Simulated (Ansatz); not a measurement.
## C2H10InN: single-point calculation

C2H10InN, SMILES C[NH+](C)[InH3-], computed with RKS BHLYP-D4/def2-TZVPP (Ansatz 0.2.0).

The geometry comes from this level: PBE0-D4/def2-TZVP.

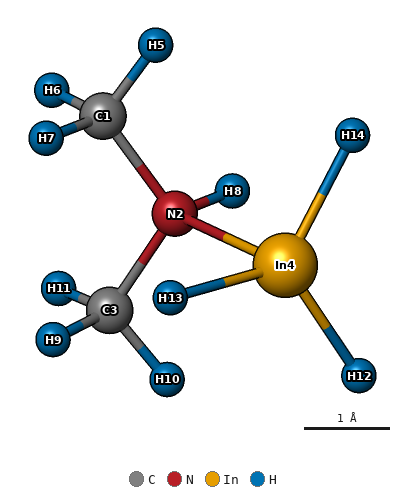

Fig. 1: The structure as given in the input (ball-and-stick view, seen at a tilt; atoms are numbered from 1 in the order of the input). Sticks mark near contacts.

Input file
```yaml
crystal:
  periodic: [false, false, false]
  atoms:
    - {symbol: C, position_ang: [-0.114285, 1.213141, -0.899652]}
    - {symbol: N, position_ang: [-0.456120, 0.195094, 0.090419]}
    - {symbol: C, position_ang: [0.038209, 0.528384, 1.423841]}
    - {symbol: In, position_ang: [0.323650, -1.940990, -0.591316]}
    - {symbol: H, position_ang: [-0.541027, 0.941683, -1.865320]}
    - {symbol: H, position_ang: [-0.475155, 2.206794, -0.608997]}
    - {symbol: H, position_ang: [0.971286, 1.252596, -1.005318]}
    - {symbol: H, position_ang: [-1.465178, 0.097552, 0.127846]}
    - {symbol: H, position_ang: [1.129333, 0.543023, 1.402616]}
    - {symbol: H, position_ang: [-0.278607, -0.236620, 2.132830]}
    - {symbol: H, position_ang: [-0.319442, 1.508126, 1.761858]}
    - {symbol: H, position_ang: [-0.309021, -2.833602, 0.759219]}
    - {symbol: H, position_ang: [2.007552, -1.508291, -0.591394]}
    - {symbol: H, position_ang: [-0.524197, -1.996093, -2.107630]}
basis:
  gaussian: {orbitals: def2-TZVPP}
hamiltonian: {xc: {name: BHLYP}, dispersion: d4}
output: {orbitals: {seedname: orbitals}}
```

Launch command:
```bash
ansatz run in.yaml --threads 4 --pin off --events-out ev --progress --plain --max-ram 10444MiB
```

The program's output
```
Functional definition: BHLYP
  name "BHLYP"
  cite "Becke, J. Chem. Phys. 98, 1372 (1993) doi:10.1063/1.464304"
  cite "Becke, Phys. Rev. A 38, 3098 (1988) doi:10.1103/PhysRevA.38.3098"
  cite "Lee, Yang & Parr, Phys. Rev. B 37, 785 (1988) doi:10.1103/PhysRevB.37.785"
  parameter a = 0.5
  exchange = (1 - a)*b88_x + a*exact_x
  correlation = lyp_c
1726 factors; their error is unknown
mean field evaluation 1: about -8892.5000 eV, gradient 4.6e1 eV
mean field evaluation 2: about -8893.0129 eV, gradient 4.4e1 eV
mean field evaluation 4: about -8897.2020 eV, gradient 2.1e0 eV
mean field evaluation 8: about -8897.2020 eV, gradient 5.3e-2 eV
mean field evaluation 16: about -8897.2948 eV, gradient 4.8e-5 eV
mean field -8897.29475240 eV, -326.9695513479 hartree, gradient 4.8e-5 eV, S^2 0.000000; 0 other end points of the search recorded, 0 dependent functions left out
reference -8897.29497887 eV, -326.9695596702 hartree; 25, 25 occupied and 258, 258 virtual orbitals, 1726 factors
Total energy: -8897.63866527 eV, -326.9821899126 hartree
```

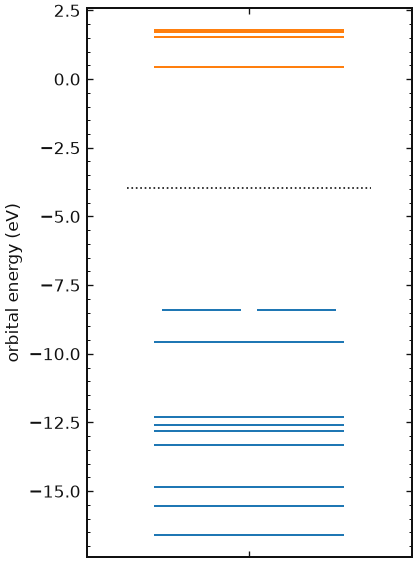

Fig. 2: Orbital energies near the frontier; the dotted line parts filled from empty levels, and levels within 0.02 eV of each other stand side by side. Highest filled −8.39 eV, lowest empty 0.45 eV, 8.84 eV apart.

Results in brief

```tsv
quantity	value
outcome	converged
total energy	−8897.6387 eV
mean-field energy	−8897.2950 eV
dispersion energy	−0.3437 eV
SCF solution under orbital rotations	stable
HOMO	−8.39 eV
LUMO	0.45 eV
hardware	4 threads of Arm Neoverse V1, 23 GiB of memory available, shared host
wall time	4 s (CPU time 15 s)
peak memory	0.78 GiB
```
